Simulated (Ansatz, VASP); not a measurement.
# SrTiO3: VASP beside Ansatz

Wanted: the spread between two codes on one cell, functional and k mesh. The cell is a member of a volume series, scaled by 0.97 from a relaxed one, so a pressure remains.

Program: Ansatz 0.2.0. Level of theory: plane waves, with VASP 6.6.1 beside it; single point at PBEsol and single point at r2SCAN. Results are calculated unless marked as measured.

**1. The structure**

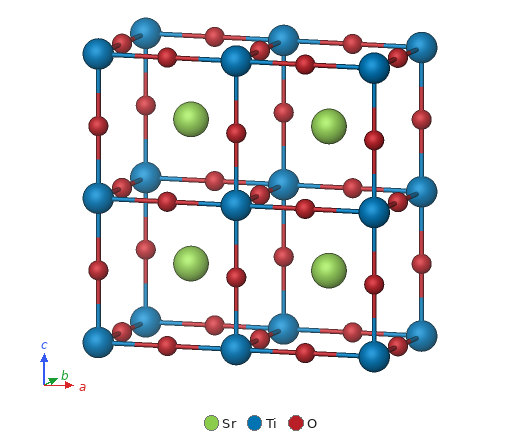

The cell as given, slightly off an axis (strontium green, titanium blue, oxygen red). 2×1×2 cells are drawn. Some periodic images of atoms are drawn too.

**2. Ansatz: single point, PBEsol**

Ansatz runs on its default PAW (the set named soft_2) files.

A single point gives forces, pressure and levels at one fixed geometry, so differences don't come from the geometry; what else differs is listed under the comparison.

The input, input.yaml:

```yaml
crystal:
  lattice:
    - [3.85617189, 0.0, 0.0]
    - [0.0, 3.85617189, 0.0]
    - [0.0, 0.0, 3.85617189]
  atoms:
    - { symbol: Sr, position: [0.5, 0.5, 0.5] }
    - { symbol: Ti, position: [0.0, 0.0, 0.0] }
    - { symbol: O, position: [0.0, 0.0, 0.5] }
    - { symbol: O, position: [0.0, 0.5, 0.0] }
    - { symbol: O, position: [0.5, 0.0, 0.0] }
hamiltonian:
  xc: pbesol
  pseudopotentials: { kind: paw }
kpoints:
  mp_grid: { grid: [6, 6, 6] }
scf:
  occupations: { method: gaussian, width: 0.03 }
  n_extra_bands: 5
output:
  forces: true
  stress: true
  eigenvalues: true
```

The run is started by

```sh
> ansatz run input.yaml --threads 2 --pin off --max-ram 4608MiB --backend cpu --events-out ev --progress --plain --runs-dir out
```

Numbers of over 12 decimals in the logs are rounded to 6 here.

Output:

```text
scf.n_extra_bands = 5 over 20 filled bands (N_el = 40.0): the run solves 25 bands
Engine: ansatz 0.2.0, aarch64-unknown-linux-gnu
Pseudopotentials: kind: paw
Pseudopotential: Sr, paw, valence charge 10, recommended cutoff 420 eV (normal), Sr.paw.azcp
Pseudopotential: Ti, paw, valence charge 12, recommended cutoff 420 eV (normal), Ti.paw.azcp
Pseudopotential: O, paw, valence charge 6, recommended cutoff 420 eV (normal), O.paw.azcp
Functional definition: PBEsol
  exchange = pbesol_x
  correlation = pbesol_c
Crystal: 5 atoms, lattice volume = 57.342 Å³
Basis set: ecut = 420 eV, 1141 PW (Γ), exchange–correlation on 54×54×54 points (8 copies of the dense FFT grid, shifted against one another)
Bands: 25, of which v1, the nominal top of the filled ones, is band 20 counted from 1 (19 counted from 0)
Symmetry: 48 space group operations
Space group: Pm-3m (ITA 221), of the structure as read, at distance tolerance 3.9e-5 Å
k-points: 20 of 216
Non-local potential: Sr, projectors of the file, l = 0: 3, l = 1: 2, l = 2: 2
Non-local potential: Ti, projectors of the file, l = 0: 3, l = 1: 2, l = 2: 3, l = 3: 1
Non-local potential: O, projectors of the file, l = 0: 2, l = 1: 2, l = 2: 1
PAW form: soft (Blöchl's): semilocal exchange-correlation on the pseudo side does not see the compensation charge
PAW frozen core: Sr, regenerated for the run's functional, and the local potential with it (the file was generated under x = pbe(κ = 0.804, μ = 0.219515), c = pbe(β = 0.066725))
PAW frozen core: Ti, regenerated for the run's functional, and the local potential with it (the file was generated under x = pbe(κ = 0.804, μ = 0.219515), c = pbe(β = 0.066725))
PAW frozen core: O, regenerated for the run's functional, and the local potential with it (the file was generated under x = pbe(κ = 0.804, μ = 0.219515), c = pbe(β = 0.066725))
PAW one-centre angular grid: Sr, 110 points (default); XC on 64 Gauss nodes
PAW one-centre angular grid: Ti, 590 points (default); XC on 64 Gauss nodes
PAW one-centre angular grid: O, 110 points (default); XC on 64 Gauss nodes
Initial density: superposition of atomic densities (neutral atoms: chi_scale 0, normalization atom), corrected by the library's trained network
Initial wavefunctions: pseudopotential atomic-orbital guess
Functional: x = pbesol(κ = 0.804, μ = 0.123457), c = pbesol(β = 0.046)
SCF iter   1: F=—  HF=-7657.245412 eV  |F-HF|=—  |Δ(HF+E_count)|=         —  Δρ=1.65e-2  dr2=1.30e-1  ethr=1.77e-3  ⟨swp⟩=7.5  Hψ=2619  notcnv=0
preconditioner: auto → Resta (q_TF=auto, 2.569 Å⁻¹)  ε∞=5.7  [insulator: Δε(μ)=1.703 eV  Ē_g=12.449 eV  σ=0.030 eV  W_gap=1.00  n_scr=18 (ndim 8)  ℏωp=26.9 eV  f_vac=0.000  D(μ)=0.00/eV (n_scr^D=0)  ε∞_Penn≈5.7]
SCF iter   2: F=—  HF=-7657.218659 eV  |F-HF|=—  |Δ(HF+E_count)|=   2.68e-2  Δρ=4.28e-3  dr2=1.14e-2  ethr=3.24e-4  ⟨swp⟩=2.0  Hψ=873  notcnv=0  defer=19
SCF iter   3: F=—  HF=-7657.216784 eV  |F-HF|=—  |Δ(HF+E_count)|=   1.87e-3  Δρ=1.28e-3  dr2=9.11e-4  ethr=2.84e-5  ⟨swp⟩=2.0  Hψ=721  notcnv=0  defer=20
SCF iter   4: F=—  HF=-7657.216682 eV  |F-HF|=—  |Δ(HF+E_count)|=   1.02e-4  Δρ=1.15e-4  dr2=3.11e-6  ethr=2.28e-6  ⟨swp⟩=1.9  Hψ=547  notcnv=0  defer=20
SCF iter   5: F=—  HF=-7657.216921 eV  |F-HF|=—  |Δ(HF+E_count)|=   2.38e-4  Δρ=2.77e-5  dr2=2.88e-7  ethr=7.78e-9  ⟨swp⟩=2.1  Hψ=881  notcnv=0  defer=20
SCF iter   6: F=-7657.216921 eV  HF=-7657.216921 eV  |F-HF|=1.69e-8  |Δ(HF+E_count)|=   3.52e-7  Δρ=5.85e-6  dr2=2.54e-8  ethr=2.50e-10  ⟨swp⟩=9.8  Hψ=2363  notcnv=0
SCF 1 converged in 6 iterations: F = -7657.216921 eV  dr2 = 2.54e-8
  greatest PAW one-centre occupation: 0.999 electrons in one spin orbital (limit 2), on the Ti atom at site 1 (counted from 0), in its partial waves of l = 0
SCF converged after 6 iterations
Free energy (F): -7657.216921 eV
Harris-Foulkes:  -7657.216921 eV  (|F-HF|=1.69e-8)
Internal energy: -7657.216921 eV  (E = F + TS)
E sigma→0 (E₀):  -7657.216921 eV
Fermi energy:    11.342355 eV
--- Per-component energies (eV) ---
  E_band       = -186.415130
  E_kinetic    = 1049.545305
  E_local      = -2332.726323  (includes V_loc(G=0)·N_el)
  E_nonlocal   = 351.769467
  E_hartree    = 815.336939
  E_xc         = -491.950329
  E_vxc        = -570.265007  (∫ρ·V_xc dr)
  E_paw        = -4121.666249  (= ΣΔE_a)
  E_vpaw       = -315.424255  (= ΣTr[D̂ρ^β])
  E_aug_tail   = 0.007528  (compensation charges beyond the density's cutoff)
  E_ewald      = -2927.912856
  E_core_change = 0.379595  (= ΣΔE_core)
  E_smearing   = -0.000000  (= −TS)
  E_closure    = -0.000000  (closes the sum)
  Σ components = -7657.216921   (vs F -7657.216921, Δ=0.00e0)
--- Forces (eV/Å), atoms counted from 1 ---
  atom   1  Sr    -0.00000000     0.00000000    -0.00000000
  atom   2  Ti    -0.00000000    -0.00000000     0.00000000
  atom   3  O      0.00000000    -0.00000000     0.00000000
  atom   4  O      0.00000000     0.00000000    -0.00000000
  atom   5  O     -0.00000000    -0.00000000     0.00000000
  max |Σ_I F_I| component: 5.69e-30 eV/Å
--- Stress (GPa, compression-positive) ---
        5.341556       0.000000       0.000000
        0.000000       5.341556       0.000000
        0.000000       0.000000       5.341556
  P = ⅓ Tr σ = 5.3416 GPa (53.416 kbar)
--- Band table (eV; the first three rows and the last of 20) ---
  k-point 0: bands = [... 16 lower, 9.1384, 10.0715, 10.0715, 10.0715, 12.2917, 12.2917, 12.2917, 15.0398, ... 1 higher]
  k-point 1: bands = [... 16 lower, 8.8856, 9.2709, 9.9135, 9.9135, 12.3377, 12.9177, 12.9177, 15.0564, ... 1 higher]
  k-point 2: bands = [... 16 lower, 8.1933, 8.4479, 9.7386, 9.7386, 12.4337, 13.9339, 13.9339, 15.0693, ... 1 higher]
  k-point 19: bands = [... 16 lower, 6.5226, 10.3931, 10.3931, 10.3931, 15.1340, 15.1340, 15.1340, 17.4391, ... 1 higher]
```

Wall time 2.1 s (2 threads of Arm Neoverse N1, shared host); peak memory 0.32 GiB; 3.7 s of CPU time.

The run ends at a pressure of 5.34 GPa.

**3. VASP: single point, PBEsol**

The same cell, functional, mesh and smearing now go to VASP, with its own data sets and cutoff.

Lines of VASP's logs that name or quote its potential files are left out, and so is its time.

The input asks for a relaxation, which ended at its first step since no free force or stress exceeded the threshold; so it serves as a single point.

The input, INCAR:

```
SYSTEM = SrTiO3
PREC = Accurate
ENCUT = 560
EDIFF = 1E-07
NELM = 100
ISMEAR = 0
SIGMA = 0.03
LREAL = .FALSE.
ALGO = Normal
GGA = PS
NBANDS = 26
LASPH = .TRUE.
LORBIT = 11
LWAVE = .FALSE.
LCHARG = .FALSE.
KPAR = 8
IBRION = 2
NSW = 50
ISIF = 4
EDIFFG = -0.002
```

The input, POSCAR:

```
SrTiO3
1.0
    3.8561718853      0.0000000000      0.0000000000
    0.0000000000      3.8561718853      0.0000000000
    0.0000000000      0.0000000000      3.8561718853
Sr Ti O
1 1 3
Direct
    0.5000000000      0.5000000000      0.5000000000
    0.0000000000      0.0000000000      0.0000000000
    0.0000000000      0.0000000000      0.5000000000
    0.0000000000      0.5000000000      0.0000000000
    0.5000000000      0.0000000000      0.0000000000
```

The input, KPOINTS:

```
Automatic mesh
0
Gamma
6 6 6
0 0 0
```

The projector-augmented-wave data sets are Sr_sv, Ti_sv and O (PBE family, release 64).

The run is started by

```sh
> mpirun -np 8 vasp_std
```

Output:

```text
[banner, memory and clock lines left out]
running    8 mpi-ranks, on    1 nodes
 distrk:  each k-point on    1 cores,    8 groups
 distr:  one band on    1 cores,    1 groups

 POSCAR found type information on POSCAR SrTiO
 POSCAR found :  3 types and       5 ions
|                                                                             |
|           W    W    AA    RRRRR   N    N  II  N    N   GGGG   !!!           |
|           W    W   A  A   R    R  NN   N  II  NN   N  G    G  !!!           |
|           W    W  A    A  R    R  N N  N  II  N N  N  G       !!!           |
|           W WW W  AAAAAA  RRRRR   N  N N  II  N  N N  G  GGG   !            |
|           WW  WW  A    A  R   R   N   NN  II  N   NN  G    G                |
|           W    W  A    A  R    R  N    N  II  N    N   GGGG   !!!           |
|                                                                             |
|     For optimal performance we recommend to set                             |
|       NCORE = 2 up to number-of-cores-per-socket                            |
|     NCORE specifies how many cores store one orbital (NPAR=cpu/NCORE).      |
|     This setting can greatly improve the performance of VASP for DFT.       |
|     The default, NCORE=1 might be grossly inefficient on modern             |
|     multi-core architectures or massively parallel machines. Do your        |
|     Unfortunately you need to use the default for GW and RPA                |
|     calculations (for HF NCORE is supported but not extensively tested      |
|     yet).                                                                   |
|                                                                             |

|                                                                             |
|               ----> ADVICE to this user running VASP <----                  |
|                                                                             |
|     You enforced a specific xc type in the INCAR file but a different       |
|     [... a line on the potential file left out ...]
|     I HOPE YOU KNOW WHAT YOU ARE DOING!                                     |
|                                                                             |

 LDA part: xc-table for (Slater+PW92), standard interpolation
 POSCAR, INCAR and KPOINTS ok, starting setup
 FFT: planning ... GRIDC
 FFT: planning ... GRID_SOFT
 FFT: planning ... GRID
 WAVECAR not read
 entering main loop
       N       E                     dE             d eps       ncg     rms          rms(c)
DAV:   1     0.445421723187E+03    0.44542E+03   -0.22069E+04  1040   0.178E+03
DAV:   2    -0.341716506950E+01   -0.44884E+03   -0.43550E+03  1212   0.478E+02
DAV:   3    -0.493033081926E+02   -0.45886E+02   -0.44877E+02  1272   0.144E+02
DAV:   4    -0.514119071840E+02   -0.21086E+01   -0.21056E+01  1688   0.286E+01
DAV:   5    -0.514632374851E+02   -0.51330E-01   -0.51296E-01  1434   0.369E+00    0.284E+01
DAV:   6    -0.419757339417E+02    0.94875E+01   -0.53615E+01  1506   0.695E+01    0.167E+01
DAV:   7    -0.420410471977E+02   -0.65313E-01   -0.70818E+00  1324   0.200E+01    0.118E+01
DAV:   8    -0.420882259891E+02   -0.47179E-01   -0.18012E+00  1312   0.142E+01    0.346E+00
DAV:   9    -0.419874638211E+02    0.10076E+00   -0.45126E-01  1326   0.716E+00    0.995E-01
DAV:  10    -0.419916832721E+02   -0.42195E-02   -0.14095E-01  1322   0.248E+00    0.872E-01
DAV:  11    -0.419823216844E+02    0.93616E-02   -0.42100E-02  1566   0.179E+00    0.170E-01
DAV:  12    -0.419822090856E+02    0.11260E-03   -0.23504E-03  1254   0.502E-01    0.839E-02
DAV:  13    -0.419822268189E+02   -0.17733E-04   -0.54285E-04  1716   0.204E-01    0.453E-02
DAV:  14    -0.419822223244E+02    0.44944E-05   -0.87933E-05  1280   0.126E-01    0.224E-02
DAV:  15    -0.419822196007E+02    0.27237E-05   -0.50073E-05  1380   0.613E-02    0.170E-02
DAV:  16    -0.419822188220E+02    0.77874E-06   -0.70037E-06  1336   0.330E-02    0.252E-03
DAV:  17    -0.419822188086E+02    0.13385E-07   -0.71650E-07  1368   0.736E-03
   1 F= -.41982219E+02 E0= -.41982219E+02  d E =-.419822E+02
 curvature:   0.00 expect dE= 0.000E+00 dE for cont linesearch  0.000E+00
 trial: gam= 0.00000 g(F)=  0.000E+00 g(S)=  0.517E-32 ort = 0.000E+00 (trialstep = 0.100E+01)
 search vector abs. value=  0.100E-09
 reached required accuracy - stopping structural energy minimisation
```

Parts of OUTCAR (step 3):

```text
ion  position               nearest neighbor table
   1  0.500  0.500  0.500-   3 2.73   4 2.73   5 2.73   4 2.73   5 2.73   3 2.73   5 2.73   5 2.73
                             3 2.73   4 2.73   4 2.73   3 2.73   2 3.34   2 3.34   2 3.34   2 3.34
   2  0.000  0.000  0.000-   3 1.93   4 1.93   5 1.93   3 1.93   4 1.93   5 1.93   1 3.34   1 3.34
                             1 3.34   1 3.34   1 3.34   1 3.34   1 3.34   1 3.34
   3  0.000  0.000  0.500-   2 1.93   2 1.93   1 2.73   1 2.73   1 2.73   1 2.73
   4  0.000  0.500  0.000-   2 1.93   2 1.93   1 2.73   1 2.73   1 2.73   1 2.73
   5  0.500  0.000  0.000-   2 1.93   2 1.93   1 2.73   1 2.73   1 2.73   1 2.73

  LATTYP: Found a simple cubic cell.
 ALAT       =     3.8561718853

 Subroutine GETGRP returns: Found 48 space group operations
 (whereof 48 operations were pure point group operations)

The static configuration has the point symmetry O_h .

 Found     20 irreducible k-points:

   k-points           NKPTS =     20   k-points in BZ     NKDIM =     20   number of bands    NBANDS=     26

   dimension x,y,z NGX =    30 NGY =   30 NGZ =   30
   dimension x,y,z NGXF=    60 NGYF=   60 NGZF=   60

   ENCUT  =  560.0 eV  41.16 Ry    6.42 a.u.   7.44  7.44  7.44*2*pi/ulx,y,z

   NELECT =      40.0000    total number of electrons

 k-points in reciprocal lattice and weights: Automatic mesh
   0.00000000  0.00000000  0.00000000       0.005
   0.16666667  0.00000000  0.00000000       0.028
   0.33333333  0.00000000  0.00000000       0.028
   0.50000000  0.00000000  0.00000000       0.014
   0.16666667  0.16666667  0.00000000       0.056
   0.33333333  0.16666667  0.00000000       0.111
   0.50000000  0.16666667  0.00000000       0.056
   0.33333333  0.33333333  0.00000000       0.056
   0.50000000  0.33333333  0.00000000       0.056
[...]
0.50000000  0.50000000  0.33333333       0.028
   0.50000000  0.50000000  0.50000000       0.005

 average (electrostatic) potential at core
       1 -33.8720       2 -75.7683       3 -69.2117       4 -69.2117       5 -69.2117

 E-fermi :   4.6381

 k-point     1 :       0.0000    0.0000    0.0000
  band No.  band energies     occupation
    ...
     16       3.0879      2.00000
     17       3.0879      2.00000
     18       4.0063      2.00000
     19       4.0063      2.00000
     20       4.0063      2.00000
     21       6.2048      0.00000
     22       6.2048      0.00000
     23       6.2048      0.00000
     24       8.9383      0.00000
     25       8.9383      0.00000
    ...

 k-point     2 :       0.1667    0.0000    0.0000
  band No.  band energies     occupation
    ...
     16       2.7224      2.00000
     17       2.8292      2.00000
     18       3.2049      2.00000
     19       3.8479      2.00000
     20       3.8479      2.00000
     21       6.2521      0.00000
     22       6.8339      0.00000
     23       6.8339      0.00000
     24       8.9556      0.00000
     25       9.7024      0.00000
    ...

 k-point     3 :       0.3333    0.0000    0.0000
  band No.  band energies     occupation
    ...
     16       2.1230      2.00000
     17       2.1283      2.00000
     18       2.3832      2.00000
     19       3.6727      2.00000
     20       3.6727      2.00000
     21       6.3507      0.00000
     22       7.8517      0.00000
     23       7.8517      0.00000
     24       8.9690      0.00000
     25      10.8072      0.00000
    ...

  Total        2.1636296      2.1636296      2.1636296      0.0000000     -0.0000000     -0.0000000
  in kB       60.4539039     60.4539039     60.4539039      0.0000000     -0.0000000     -0.0000000
  external PRESSURE =      60.4539039 kB  Pullay stress =       0.0000000 kB

  energy-cutoff  :      560.00
  volume of cell :       57.34
      direct lattice vectors                 reciprocal lattice vectors
     3.856171885  0.000000000  0.000000000     0.259324540  0.000000000  0.000000000
     0.000000000  3.856171885  0.000000000     0.000000000  0.259324540  0.000000000
     0.000000000  0.000000000  3.856171885     0.000000000  0.000000000  0.259324540

 POSITION                                       TOTAL-FORCE (eV/Angst)
 -----------------------------------------------------------------------------------
      1.92809      1.92809      1.92809         0.000000      0.000000      0.000000
      0.00000      0.00000      0.00000         0.000000      0.000000      0.000000
      0.00000      0.00000      1.92809         0.000000      0.000000      0.000000
      0.00000      1.92809      0.00000         0.000000      0.000000      0.000000
      1.92809      0.00000      0.00000         0.000000      0.000000      0.000000
 -----------------------------------------------------------------------------------
    total drift:                                0.000000     -0.000000      0.000000

  FREE ENERGIE OF THE ION-ELECTRON SYSTEM (eV)
  ---------------------------------------------------
  free  energy   TOTEN  =       -41.9822188086 eV

  energy  without entropy=      -41.9822188086  energy(sigma->0) =      -41.98221881

 reached required accuracy - stopping structural energy minimisation

 total charge
# of ion       s       p       d       tot
------------------------------------------
    1        1.999   5.768   0.222   7.988
    2        2.246   6.356   1.822  10.425
    3        1.559   3.492   0.000   5.051
    4        1.559   3.492   0.000   5.051
    5        1.559   3.492   0.000   5.051
--------------------------------------------------
tot          8.922  22.601   2.044  33.567

[... 3 further parts left out ...]
```

**4. Differences**

Known differences besides the PAW data sets themselves: the cutoff is 420 eV in Ansatz and 560 eV in VASP; Ansatz makes its cores anew for this functional, VASP keeps those of its PBE data sets. Total energies have different zeros and are not compared.

Both answers:

```tsv
quantity	Ansatz	VASP	difference
pressure (GPa)	5.34	6.05	-0.70
gap on the k mesh (eV)	1.899	1.865	+0.034
```

Ansatz's pressure holds a Pulay correction of 0.65 GPa; VASP's holds none.

(Part 1 of 2 ends here.)

[Lines on the potential files, build, host, timing and source positions are cut from VASP's logs without a mark.]

[Logs are printed without paths, hosts, clocks, repeated set-up lines and the standing remarks that a program may print on its own settings, such as how far it seeks lower states.]

[Hosts, paths, dates, database ids (printed as entryN), source tags and the programs' standing remarks are cut or masked in the printed files.]
